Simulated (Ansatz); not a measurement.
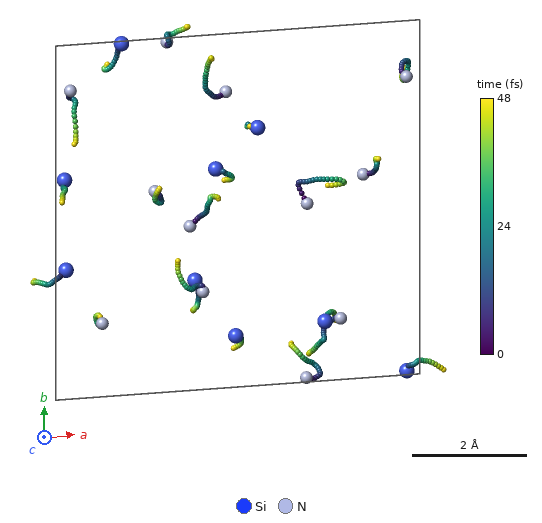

First-principles dynamics of an amorphous cell of composition Si$_{3}$N$_{4}$ (21 atoms in the cell), 48 fs long. Dots mark each atom's position at evenly spaced times, coloured by time; spheres stand at the starting positions. Seen along the c axis in the simulation cell.

Method: DFT PBE, scalar-relativistic, plane waves, PAW (Ansatz). Settings: plane-wave cutoff 320 eV; k-point mesh 1 × 1 × 1; Fermi-Dirac smearing 0.345 eV; set temperature 4000 K; time step 2 fs.

Question: How do the atoms move?

Answer: In the second half of the run the atoms are, in the root-mean-square, this far from where they began (common drift taken out): N 0.58 Å, Si 0.49 Å. That is already a fair part of the typical shortest distance between atoms in the first frame, about 1.8 Å and still growing, as in a liquid, though 48 fs is too short to measure diffusion. Bond changes: 2 N–Si bonds form between 34 fs and 34 fs; one N–N bond forms at about 38 fs; one N–Si bond breaks at about 46 fs. The mean temperature in the second half is 4533 K (standard deviation 585 K). The potential energy in the second half lies on average 135 meV per atom below the first frame. The mean pressure there is −2.3 GPa.

Limits of the set-up: the cutoff lies below the recommended one; the periodic images lie only 6.0 Å apart, so the values are limited by the cell's size.

Cost: 17 s on 2 threads of Arm Neoverse V2 (shared host), peak memory 0.34 GiB.
